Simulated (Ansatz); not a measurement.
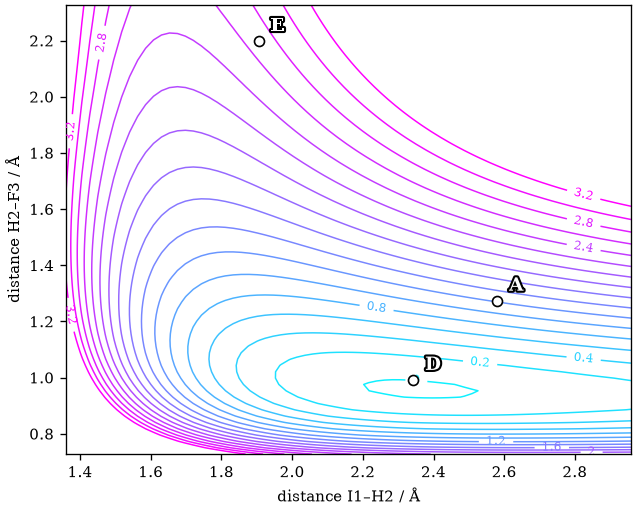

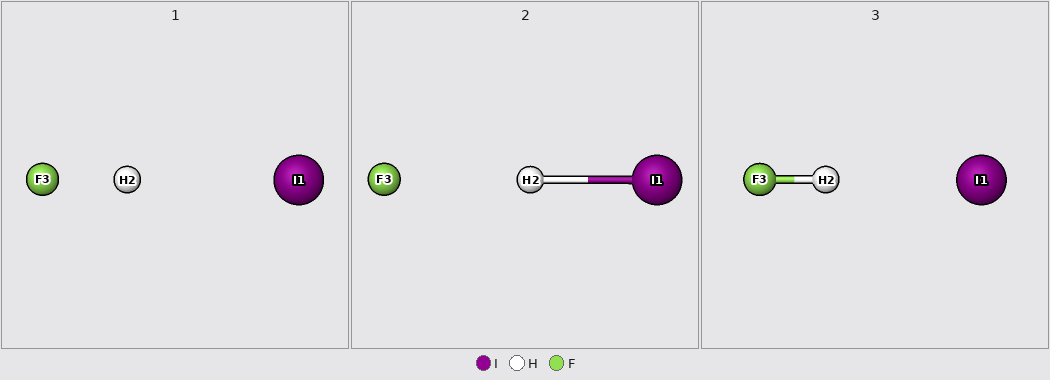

The system I⁻ + HF. 
- Coordinates scanned: (1) distance I1–H2; (2) distance H2–F3.
- Nothing is relaxed (the angle I1–H2–F3 is fixed at 180 degrees).
- The scan uses a 17 × 17 grid.
- All energies are given in eV relative to the lowest grid point.
- The reference is spin-restricted, so regions where a bond is pulled apart into radicals lie too high.
- Theory: RKS PBE0-D4/def2-SVPD in Ansatz.

In the figure: contour lines labelled in eV (none above 3.2), lettered points. Between grid points the surface is interpolated. The numbered pictures are the structures at these points, in random order.

Which structure belongs to which point?

Answer. A is structure 1: distance I1–H2 = 2.581 Å, distance H2–F3 = 1.274 Å, 1.22 eV; D is structure 3: distance I1–H2 = 2.343 Å, distance H2–F3 = 0.992 Å, 0.00 eV; E is structure 2: distance I1–H2 = 1.906 Å, distance H2–F3 = 2.199 Å, 2.69 eV.
